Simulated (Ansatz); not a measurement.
# C₂H₅FO₂Si: Born-Oppenheimer dynamics

What does C₂H₅FO₂Si do in its first 15 fs at constant energy, with the temperature set to 500 K?

Method: BLYP/def2-SVP with D3(BJ) dispersion; program: Ansatz 0.2.0, Gaussian basis.

**1. The geometry**

The structure was relaxed beforehand with PBE0-D4 in a triple-zeta def2 set.

SMILES `C[C@]1(F)O[Si@H]1O`, 11 atoms, charge 0, spin multiplicity 1.

Atoms are counted from 1 here; the program's logs count them from 0.

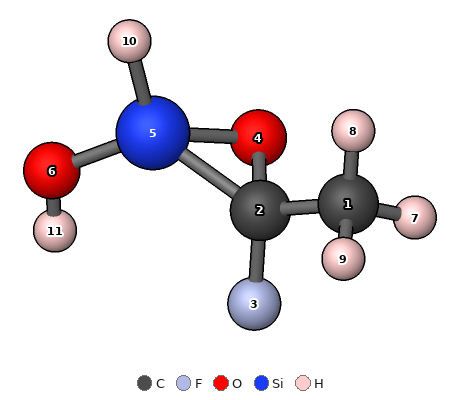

The structure; carbon dark grey, fluorine light blue, oxygen red, silicon blue, hydrogen pink; atoms are numbered from 1 in the order of the file.

Geometry (Å):

```xyz
11
C2H5FO2Si
C     0.54593   -0.97814   -1.32463
C    -0.20950   -0.09952   -0.38935
F    -1.52980   -0.02704   -0.78350
O     0.33060    1.23822   -0.25618
Si    0.16092    0.57261    1.25459
O    -0.97387    1.13907    2.26647
H     0.51027   -0.55156   -2.33164
H     1.58794   -1.05935   -1.01478
H     0.10391   -1.97507   -1.34504
H     1.37826    0.35509    2.05014
H    -1.83918    1.32848    1.89453
```

**2. The run**

in.yaml reads:

```yaml
crystal:
  periodic: [false, false, false]
  atoms:
    - {symbol: C, position_ang: [0.545931, -0.978140, -1.324632]}
    - {symbol: C, position_ang: [-0.209496, -0.099515, -0.389353]}
    - {symbol: F, position_ang: [-1.529799, -0.027042, -0.783495]}
    - {symbol: O, position_ang: [0.330604, 1.238224, -0.256182]}
    - {symbol: Si, position_ang: [0.160916, 0.572606, 1.254592]}
    - {symbol: O, position_ang: [-0.973866, 1.139072, 2.266465]}
    - {symbol: H, position_ang: [0.510269, -0.551557, -2.331638]}
    - {symbol: H, position_ang: [1.587943, -1.059349, -1.014782]}
    - {symbol: H, position_ang: [0.103910, -1.975074, -1.345040]}
    - {symbol: H, position_ang: [1.378264, 0.355091, 2.050137]}
    - {symbol: H, position_ang: [-1.839177, 1.328484, 1.894527]}
basis:
  gaussian: {orbitals: def2-SVP}
hamiltonian: {xc: {name: BLYP}, dispersion: d3bj}
md: {timestep: 0.5 fs, n_steps: 30, ensemble: nve, temperature: 500, initial_velocities: maxwell_boltzmann, seed: 274}
```

On the command line:

```bash
$ ansatz run in.yaml --threads 4 --pin off --events-out ev --progress --plain --max-ram 10444MiB
```

The log of the run, cut to the lines that bear on the results:

```text
Functional definition: BLYP
  name "BLYP"
  cite "Becke, Phys. Rev. A 38, 3098 (1988) doi:10.1103/PhysRevA.38.3098"
  cite "Lee, Yang & Parr, Phys. Rev. B 37, 785 (1988) doi:10.1103/PhysRevB.37.785"
[...]
1236 factors; their error is unknown
[...]
mean field -16833.21498192 eV, -618.6092406226 hartree, gradient 6.5e-5 eV, S^2 0.000000; 0 other end points of the search recorded, 0 dependent functions left out
[...]
reference -16833.21529287 eV, -618.6092520499 hartree; 28, 28 occupied and 85, 85 virtual orbitals, 1236 factors
md step     0: t =     0.00 fs  T =   500.0 K  F+E_penalty+E_count = -16833.67508219 eV  E_kin = 0.581670 eV  conserved = -16833.09341220 eV  (29 SCF iters)
[...]
md step     7: t =     3.50 fs  T =   313.0 K  F+E_penalty+E_count = -16833.45633010 eV  E_kin = 0.364168 eV  conserved = -16833.09216171 eV  (32 SCF iters)
[...]
md step    14: t =     7.00 fs  T =   248.3 K  F+E_penalty+E_count = -16833.37992163 eV  E_kin = 0.288807 eV  conserved = -16833.09111422 eV  (32 SCF iters)
[...]
md step    21: t =    10.50 fs  T =   324.8 K  F+E_penalty+E_count = -16833.46770586 eV  E_kin = 0.377835 eV  conserved = -16833.08987093 eV  (34 SCF iters)
[...]
md step    28: t =    14.00 fs  T =   370.8 K  F+E_penalty+E_count = -16833.52252510 eV  E_kin = 0.431405 eV  conserved = -16833.09112019 eV  (33 SCF iters)
[...]
md step    29: t =    14.50 fs  T =   329.4 K  F+E_penalty+E_count = -16833.47363433 eV  E_kin = 0.383246 eV  conserved = -16833.09038818 eV  (34 SCF iters)
[...]
md step    30: t =    15.00 fs  T =   301.3 K  F+E_penalty+E_count = -16833.44057727 eV  E_kin = 0.350548 eV  conserved = -16833.09002936 eV  (30 SCF iters)
Total energy: -16833.44089723 eV, -618.6175428571 hartree
Atom 0 at     0.565922    -1.001116    -1.370791 Å, force     1.314391    -0.756980    -1.358779 eV/Å
Atom 1 at    -0.180842    -0.127040    -0.420418 Å, force    -0.326084     0.993383     0.202376 eV/Å
Atom 2 at    -1.513059    -0.034545    -0.837901 Å, force    -0.375691    -0.575134     0.017861 eV/Å
Atom 3 at     0.281627     1.243932    -0.318217 Å, force     0.716448    -0.015135     1.130831 eV/Å
Atom 4 at     0.146040     0.561767     1.294895 Å, force    -0.475334     0.252421    -0.906158 eV/Å
Atom 5 at    -0.962432     1.186057     2.378799 Å, force    -1.849712     1.098723    -0.700296 eV/Å
Atom 6 at     0.609628    -0.536980    -2.439057 Å, force    -0.602837    -0.575664     1.259040 eV/Å
Atom 7 at     1.684734    -1.144904    -1.166632 Å, force    -1.139345     0.171307     0.397893 eV/Å
Atom 8 at     0.071655    -2.022135    -1.359854 Å, force     0.412361     0.686467    -0.353159 eV/Å
Atom 9 at     1.324925     0.346651     2.158517 Å, force     0.229921    -0.013061    -0.113979 eV/Å
Atom 10 at    -1.834515     1.663790     2.084550 Å, force     2.095881    -1.266327     0.424370 eV/Å
Dipole moment:     0.038175    -0.129595     0.220125 e Å
```

It took 62 s on 4 threads, shared host.

**3. The trajectory**

Every 2 steps, with energies from the start:

| time (fs) | T (K) | potential (meV) | conserved (meV) | O6–H11 (Å) |
| --- | --- | --- | --- | --- |
| 0.0 | 500 | 0.0 | 0.00 | 0.961 |
| 1.0 | 440 | 71.3 | 1.70 | 0.928 |
| 2.0 | 368 | 156.2 | 2.85 | 0.923 |
| 3.0 | 334 | 194.6 | 1.40 | 0.947 |
| 4.0 | 284 | 253.2 | 1.68 | 0.986 |
| 5.0 | 223 | 325.5 | 2.94 | 1.020 |
| 6.0 | 206 | 344.8 | 3.19 | 1.035 |
| 7.0 | 248 | 295.2 | 2.30 | 1.025 |
| 8.0 | 305 | 228.2 | 1.08 | 0.994 |
| 9.0 | 320 | 210.1 | 1.14 | 0.953 |
| 10.0 | 310 | 224.4 | 3.19 | 0.923 |
| 11.0 | 362 | 163.5 | 2.67 | 0.922 |
| 12.0 | 449 | 58.9 | -0.07 | 0.950 |
| 13.0 | 451 | 57.2 | 0.31 | 0.990 |
| 14.0 | 371 | 152.6 | 2.29 | 1.024 |
| 15.0 | 301 | 234.5 | 3.38 | 1.037 |

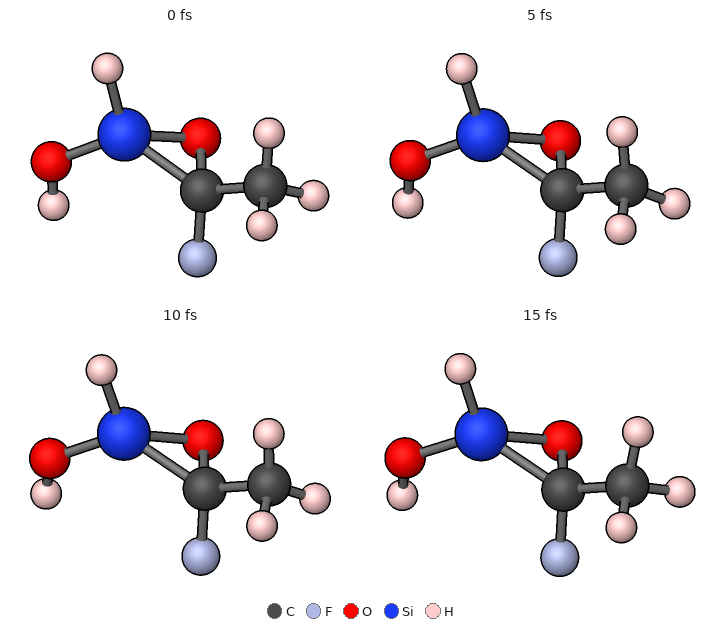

Four frames; sticks are those of the first frame.

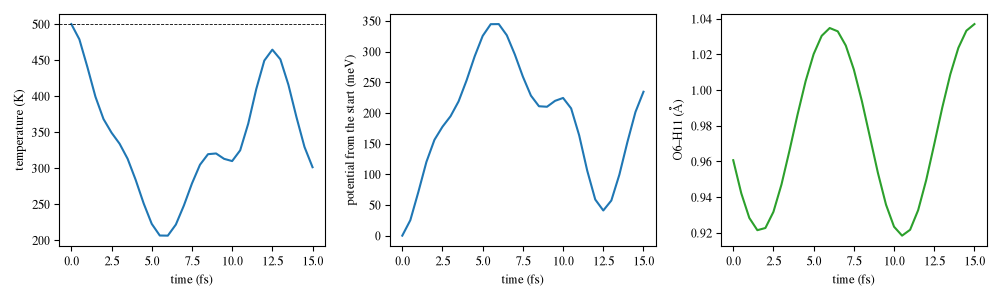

Temperature (the set value dashed), potential energy and the bond that swings most.

Positions (Å) and forces (eV/Å) at 15.0 fs:

```xyz
11

C     0.566   -1.001   -1.371    1.314   -0.757   -1.359
C    -0.181   -0.127   -0.420   -0.326    0.993    0.202
F    -1.513   -0.035   -0.838   -0.376   -0.575    0.018
O     0.282    1.244   -0.318    0.716   -0.015    1.131
Si    0.146    0.562    1.295   -0.475    0.252   -0.906
O    -0.962    1.186    2.379   -1.850    1.099   -0.700
H     0.610   -0.537   -2.439   -0.603   -0.576    1.259
H     1.685   -1.145   -1.167   -1.139    0.171    0.398
H     0.072   -2.022   -1.360    0.412    0.686   -0.353
H     1.325    0.347    2.159    0.230   -0.013   -0.114
H    -1.835    1.664    2.085    2.096   -1.266    0.424
```

**4. Summary of results**

| quantity | value |
| --- | --- |
| length | 30 steps of 0.5 fs |
| temperature, first and last frame | 500, 301 K |
| temperature, second half | mean 358 K, from 279 to 465 K |
| swing of the potential | 345 meV |
| largest change of the conserved energy | 3.54 meV |
| range of O6–H11 | 0.918 to 1.037 Å |

**Reading.** From 500 K at the start the temperature swings between 206 and 500 K: with 11 atoms it has no steady value yet; starting near a minimum, about half of the kinetic energy flows into the potential. The conserved energy moves by 3.54 meV, 1.0 % of the potential's swing, so the step is short enough for this stretch. O6–H11 swings most, by 0.12 Å; no bond breaks. A run of 15 fs gives no averages.
